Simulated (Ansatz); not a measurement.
## Electronic structure of H10O4Si4···NH3 in real space

```yaml
atoms:
  - { symbol: Si, position_ang: [-2.3466, -0.0421, -0.9049] }
  - { symbol: N, position_ang: [-1.2950, 1.8971, 1.4420] }
  - { symbol: H, position_ang: [-1.1715, 1.2020, 2.1702] }
  - { symbol: O, position_ang: [-0.8932, -0.6984, -0.5403] }
  - { symbol: Si, position_ang: [0.3895, -0.7272, 0.4373] }
  - { symbol: O, position_ang: [-0.0554, -0.7486, 2.0104] }
  - { symbol: O, position_ang: [1.2132, -2.0985, 0.1651] }
  - { symbol: Si, position_ang: [1.8714, -2.9726, -1.0550] }
  - { symbol: O, position_ang: [1.3597, 0.5260, 0.1387] }
  - { symbol: Si, position_ang: [1.4443, 2.0648, -0.4079] }
  - { symbol: H, position_ang: [-3.2267, 0.0161, 0.2907] }
  - { symbol: H, position_ang: [-2.9766, -0.9429, -1.9047] }
  - { symbol: H, position_ang: [-2.2045, 1.3080, -1.4992] }
  - { symbol: H, position_ang: [-2.2724, 2.1601, 1.4277] }
  - { symbol: H, position_ang: [-0.7674, 2.7176, 1.7133] }
  - { symbol: H, position_ang: [0.1973, -1.5347, 2.4959] }
  - { symbol: H, position_ang: [2.9753, -3.7873, -0.4910] }
  - { symbol: H, position_ang: [0.8474, -3.8715, -1.6452] }
  - { symbol: H, position_ang: [2.4035, -2.0747, -2.1125] }
  - { symbol: H, position_ang: [2.7442, 2.2110, -1.1115] }
  - { symbol: H, position_ang: [0.3410, 2.3747, -1.3488] }
  - { symbol: H, position_ang: [1.4224, 3.0209, 0.7295] }
```

The product side of a reaction path; geometry: PBE0-D4/def2-TZVP.

All numbers below come from RKS PBE0-D4/def2-TZVPP in Ansatz.

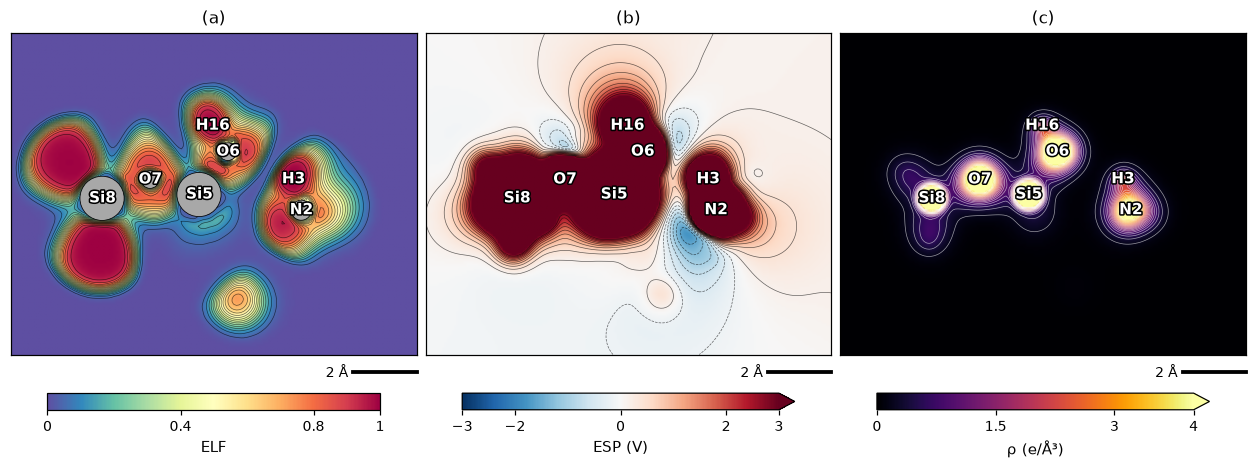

Figure 1. (a) electron localisation function; (b) molecular electrostatic potential; (c) electron density on the plane of atoms O6, Si5 and O7. Grey discs cover the atomic cores in the ELF map.

Question: Read the bonding off the picture.

Answer:
- Atoms in the plane: N, H, Si and O.
- O6···H3 (2.25 Å): the density falls to about 0.09 e/Å³ on the way; the ELF dips to about 0.05 between them: a closed-shell contact with the geometry of a hydrogen bond.
- Si–O (1.63 Å): ρ is about 1.2 e/Å³ halfway; the ELF peaks at about 0.85 between the atoms, as expected for a polar covalent bond.
- O–H (0.96 Å): ρ at the midpoint is about 3.8 e/Å³; the ELF climbs to about 1 towards the hydrogen, as it does in any bond to H; an ordinary covalent bond to hydrogen.
- N–H (1.01 Å): ρ is about 2.9 e/Å³ halfway; the ELF climbs to about 1 towards the hydrogen (an ordinary covalent bond to hydrogen).
- The ELF also peaks beside O7, away from the bonds: lone-pair regions.
- Outside the dense part of the complex the potential is most negative (−1.7 V) near N2.

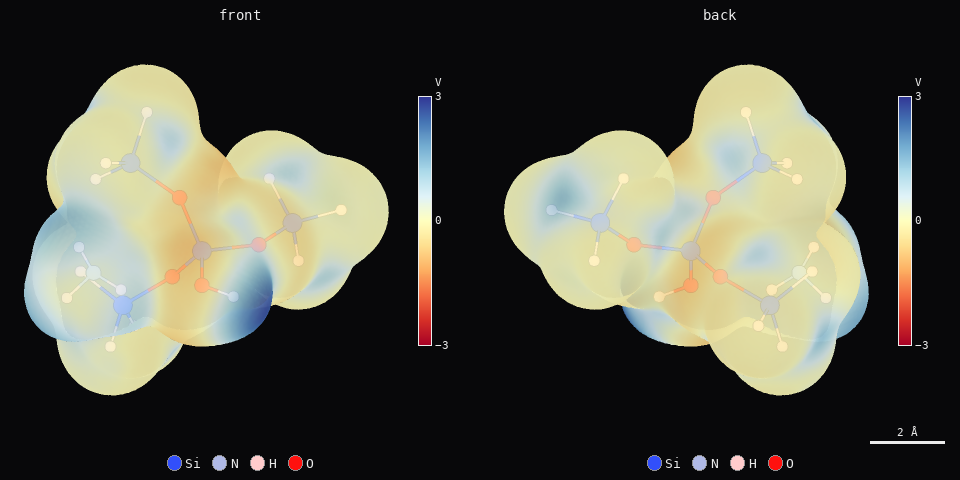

Figure 2. The molecular electrostatic potential painted on the density surface at 0.002 e/bohr³, seen from the front and from behind; the colour scale runs from red (negative) to blue (positive).

Question: Which sites attract a positive test charge, and which a negative one?

Answer: A positive charge is drawn to the negative regions and a negative charge to the positive ones. The most negative region (about −0.8 V) lies over N2, O6 and O9, the most positive (about +2.5 V) over H16.

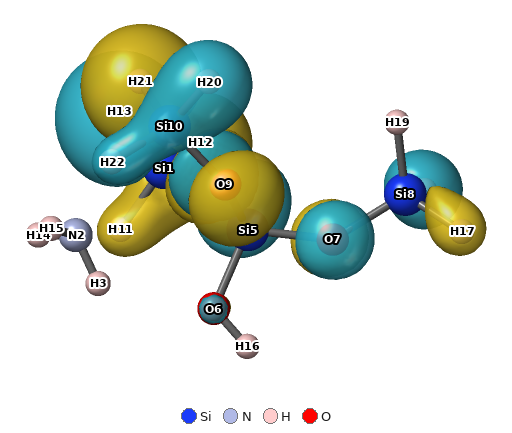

Figure 3. The HOMO−1 at ±0.06 Å⁻³ᐟ² (yellow and cyan are the two phases), seen from one side.

Question: What is the character of this orbital?

Answer: By Hirshfeld shares it lies mainly on O4 (about 20 %), Si1 (about 15 %), O9 (about 15 %), H13 (about 10 %), Si10 (about 10 %) and H21 (about 10 %). Its energy is −8.54 eV.

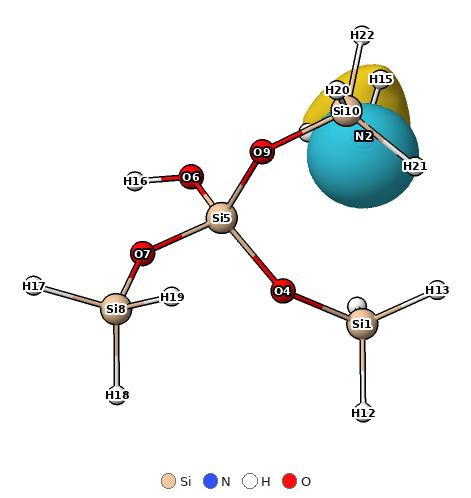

Figure 4. The HOMO at ±0.2 Å⁻³ᐟ² (yellow and cyan are the two phases), seen at an oblique angle.

Question: Where does this orbital lie, and at what energy?

Answer: It lies mainly on N2 (about 70 %); largely a lone pair of N2. Its energy is −7.97 eV.
